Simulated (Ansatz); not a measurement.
CsPbBr3 (cubic perovskite)

```xyz
5
Lattice="5.9378 0.0000 0.0000 0.0000 5.9378 0.0000 0.0000 0.0000 5.9378" Properties=species:S:1:pos:R:3 pbc="T T T"
Cs     0.0000     0.0000     0.0000
Pb     2.9689     2.9689     2.9689
Br     0.0000     2.9689     2.9689
Br     2.9689     2.9689     0.0000
Br     2.9689     0.0000     2.9689
```

Equation-of-state scan: isotropic scaling of the cell above, V₀ being its volume. Symmetry pins the atoms to their sites.

Method: r2SCAN (plane waves to 500 eV, PAW, scalar-relativistic; Ansatz, a quantum-chemistry and plane-wave program). k mesh 6×6×6 (Γ-centred), Fermi-Dirac smearing 0.05 eV. The energy includes the smearing's −TS. CsPbBr3 was relaxed with its symmetry unable to fall. Spin-orbit coupling is left out, though Pb is heavy. The PAW data are Ansatz's earlier set. This is a high-temperature form of CsPbBr3. The zero of ΔE is the relaxed starting cell.

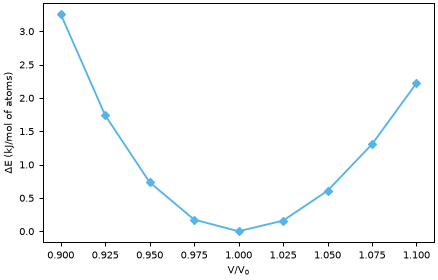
ΔE (kJ/mol of atoms) against V/V₀; one marker a computed point.

The equilibrium volume of the fit comes out as 41.87 Å³/atom and the bulk modulus B₀ (third-order Birch-Murnaghan fit) comes out as 21.1 GPa. The pressure for 5 % compression (fit) comes out as 1.2 GPa and the pressure at the smallest volume comes out as 2.86 GPa. The pressure derivative B₀′ (fit) comes out as 4.7.

Check by three points about V = 41.871 Å³/atom, step 1.047: d²E/dV² ≈ (1.8 − 2·0.0 + 1.6) meV / 1.047² = 0.00310 eV/Å⁶, and V·d²E/dV² × 160.2 = 20.8 GPa.

(Under strain, the slope of the energy per volume gives the stress and its curvature an elastic modulus.)
